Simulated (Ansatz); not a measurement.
A series of calculations on SiNH6

Part 1: Relaxation

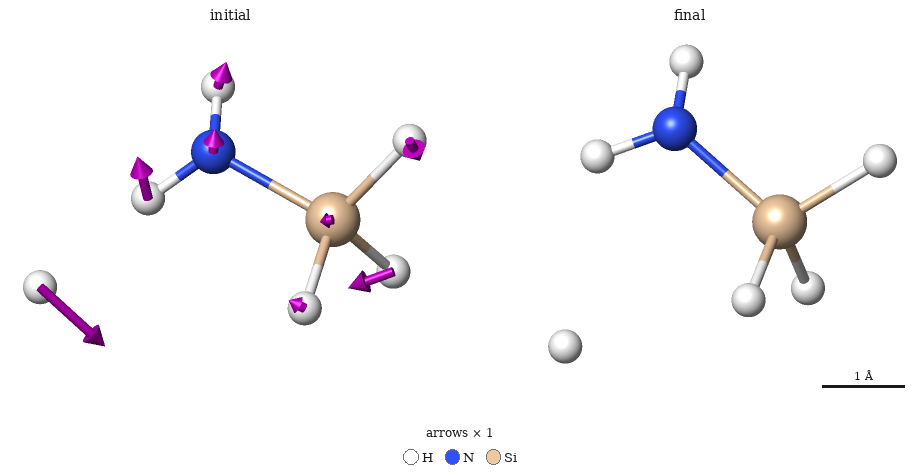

The structure of SiNH₆ (multiplicity 2) before (left) and after (right) a relaxation, at one scale. The purple arrows give the displacements, at their true length.

Style: ball-and-stick. Shown at a tilt.

The run prepares an end point of a later path (reaction) calculation, from a guessed geometry.

Method: UKS PBE0-D4/def2-SVP (Ansatz 0.2.0).

Input file:
```yaml
crystal:
  periodic: [false, false, false]
  atoms:
    - { symbol: H, position_ang: [0.382886, -0.979674, 0.887384] }
    - { symbol: "N", position_ang: [0.710053, -0.092543, 0.509136] }
    - { symbol: Si, position_ang: [-0.196127, 0.592766, -0.801241] }
    - { symbol: H, position_ang: [-0.506947, -2.417093, 1.807208] }
    - { symbol: H, position_ang: [0.975964, 0.5191, 1.276423] }
    - { symbol: H, position_ang: [-1.548638, 1.157931, -0.468271] }
    - { symbol: H, position_ang: [0.596572, 1.707048, -1.401833] }
    - { symbol: H, position_ang: [-0.413763, -0.487636, -1.808806] }
magnetization:
  spin_polarized: true
  initial_magnetization: 1
basis:
  gaussian: { orbitals: def2-SVP }
hamiltonian:
  xc: pbe0
  dispersion: d4
relax:
  f_tol: 0.03
  max_steps: 50
```

Run as
```bash
ansatz run input.yaml --threads 2 --pin off --max-ram 3072MiB --backend cpu --events-out ev --progress --plain --runs-dir out
```

**Describe what moved and what it gained.**

The atom that moves furthest after the best rigid fit is H4 (1.12 Å). By element the largest moves are H 1.12 Å, N 0.33 Å, Si 0.17 Å. Among the contacts that change: H1–N2 1.018 → 1.014 Å. The energy falls by 0.028 eV in 17 geometry steps. Largest force component: 0.12 eV/Å at the start, 0.028 eV/Å at the end. The forces were under the threshold at step 5, but the run went on from there. Cost: 14 s on 2 threads of AMD EPYC 9R14 (Zen 4) (shared host), peak memory 0.16 GiB.

Part 2: Relaxation

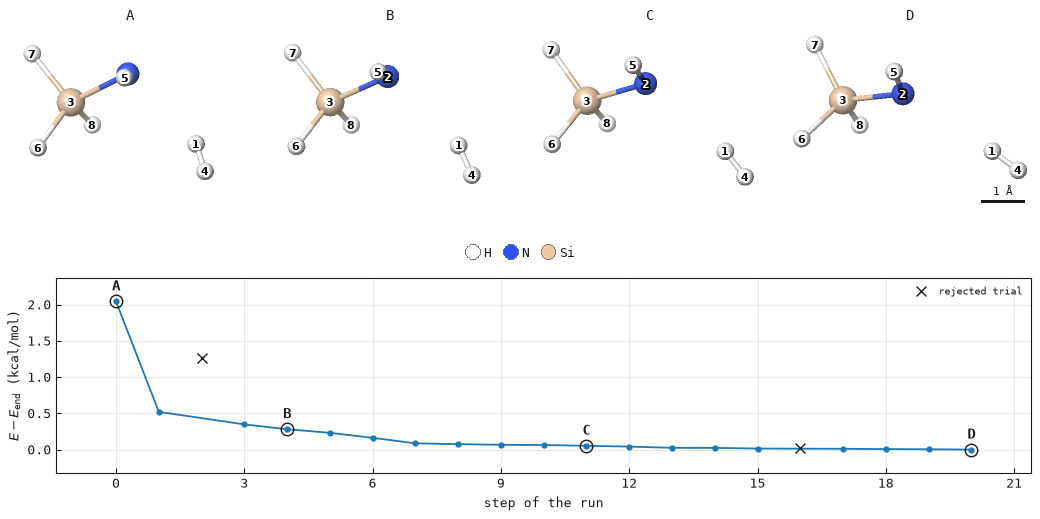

Frames of a relaxation of SiNH₆ (multiplicity 2), marked on the history of the run. Style: ball-and-stick. Shown from a free direction.

The run prepares an end point of a later path (reaction) calculation, from a guessed geometry.

Theory: UKS PBE0-D4/def2-SVP (Ansatz).

The input:
```yaml
crystal:
  periodic: [false, false, false]
  atoms:
    - { symbol: H, position_ang: [0.098508, -1.792123, 1.274455] }
    - { symbol: "N", position_ang: [0.976627, 0.169172, 0.398757] }
    - { symbol: Si, position_ang: [-0.158097, 0.671229, -0.849394] }
    - { symbol: H, position_ang: [-0.417082, -2.14304, 1.605865] }
    - { symbol: H, position_ang: [0.836403, 0.623685, 1.311553] }
    - { symbol: H, position_ang: [-1.474922, 1.202632, -0.367995] }
    - { symbol: H, position_ang: [0.543277, 1.751895, -1.616247] }
    - { symbol: H, position_ang: [-0.404715, -0.48355, -1.756995] }
magnetization:
  spin_polarized: true
  initial_magnetization: 1
basis:
  gaussian: { orbitals: def2-SVP }
hamiltonian:
  xc: pbe0
  dispersion: d4
relax:
  f_tol: 0.03
  max_steps: 50
```

Command:
```bash
ansatz run input.yaml --threads 2 --pin off --max-ram 3072MiB --backend cpu --events-out ev --progress --plain --runs-dir out
```

Describe the path.

Answer. Over 18 accepted moves (20 points after the start) the energy falls by 2.04 kcal/mol. The largest force component goes from 1.8 to 0.026 eV/Å. The line search rejected the trial steps at points 2, 16 of the run. The forces were under the threshold at step 12, but the run went on from there. The atom that moves furthest after the best rigid fit is H4 (0.79 Å). Largest moves by element: H 0.79 Å, N 0.49 Å, Si 0.20 Å. Some distances before and after: H1–H4 0.706 → 0.765 Å, N2–Si3 1.760 → 1.767 Å. Bond angles that change, for instance: N2–Si3–H6 116.1° → 108.2°, N2–Si3–H7 105.5° → 111.7°, Si3–N2–H5 114.5° → 111.8°. Groups turn about N2–Si3 by about 45°. The run took 19 s on 2 threads of AMD EPYC 9R14 (Zen 4), on a shared host, peak memory 0.15 GiB. From step 0 to 4: H atoms move most (0.20 Å), energy −1.76 kcal/mol. From step 4 to 11: H4 moves most (0.31 Å), energy −0.23 kcal/mol. From step 11 to 20: H4 moves most (0.35 Å), energy −0.05 kcal/mol.

```
step  E − E(0), kcal/mol  largest force component, eV/Å      note
   0                0.00                         1.7717          
   1               -1.52                         0.4346          
   2               -0.78                         0.8447  rejected
   3               -1.69                         0.3152          
   4               -1.76                         0.3008          
   5               -1.81                         0.2034          
   6               -1.88                         0.1551          
   7               -1.96                         0.0578          
   8               -1.97                         0.0368          
   9               -1.98                         0.0548          
  10               -1.98                         0.1044          
  11               -1.99                         0.0789          
  12               -2.00                         0.0119          
  13               -2.02                         0.0678          
  14               -2.02                         0.1206          
  15               -2.03                         0.0379          
  16               -2.02                         0.0568  rejected
  17               -2.03                         0.0117          
  18               -2.04                         0.0140          
  19               -2.04                         0.0571          
  20               -2.04                         0.0259
```

Limits of the set-up: the start holds two separate molecules, 2.3 Å apart at their closest, whose relative position is a soft coordinate.

Part 3: Path

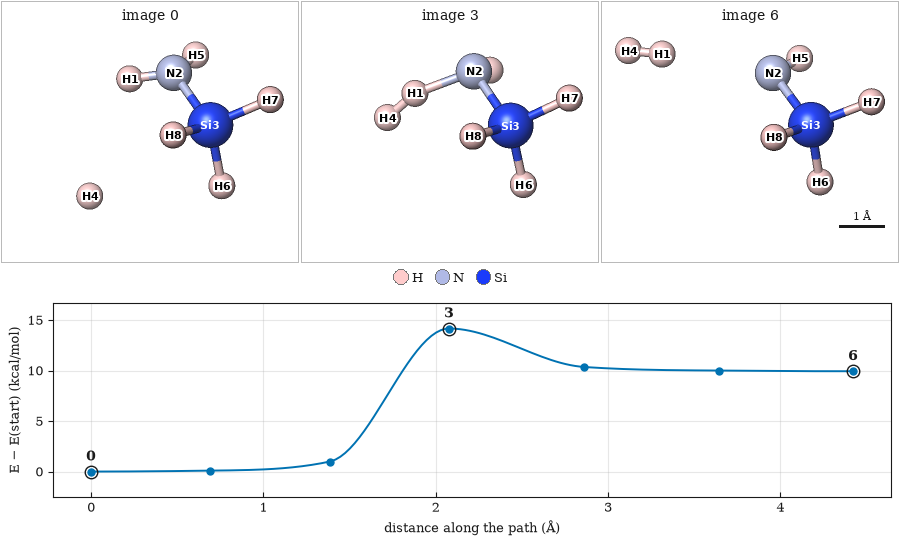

A nudged-elastic-band calculation for SiNH6 (multiplicity 2), made up at the start of SiNH5 and H. Images are numbered from 0 (start) to 6 (end). The picture is a ball-and-stick view, seen from a free direction.

All numbers below come from Ansatz, UKS PBE0-D4/def2-SVP. Settings: 5 movable images; climbing image; force threshold 0.05 eV/Å; iteration limit 60; starting path through a guess of the saddle point.

Question: Describe the mechanism and the energy profile.

Answer: The highest point, image 3, lies 14.2 kcal/mol above the start and 4.2 kcal/mol above the end; the end is at +9.9 kcal/mol relative to the start. A hydrogen atom shifts from one atom to another. Breaking: H1–N2 (1.01 → 1.43 at the top → 2.53 Å). Forming: H1–H4 (2.79 → 0.86 at the top → 0.77 Å). The band is converged. At the top, the vibrational analysis gives one imaginary mode (923i cm⁻¹), as a transition state must have.

Limits of the set-up: the start holds two separate molecules, 2.8 Å apart at their closest, whose relative position is a soft coordinate.

Cost: 46 s on 2 threads of AMD EPYC 9R14 (Zen 4), on a shared host, peak memory 0.15 GiB.
